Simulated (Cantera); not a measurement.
A closed system holds: 1 mol Cr2O3, 200 mol H2, 0.96 mol H2O, at 1.90 bar.

Method: chemical equilibrium by Gibbs-energy minimisation in Cantera with the NASA 1993 tables (ideal gas, pure condensed phases). Candidate condensed phases: Cr, Cr2O3, H2O; 13 gas species. Mutual solubility and eutectic melting of coexisting phases are not modelled. Kinetics and transport are ignored.

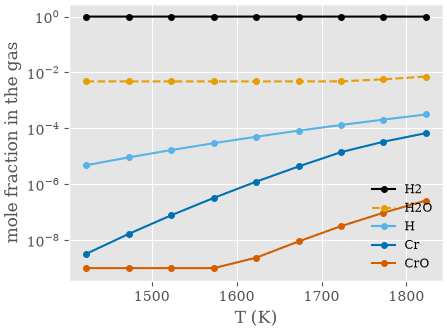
Figure: Equilibrium gas composition (values under 1e-9 drawn at 1e-9)

**Question.** Read off the mole fractions at 1773 K.

**Answer.** H2 about 0.99, H2O about 0.0057, H about 0.00021, Cr about 3.3e-5, CrO about 9.6e-8.
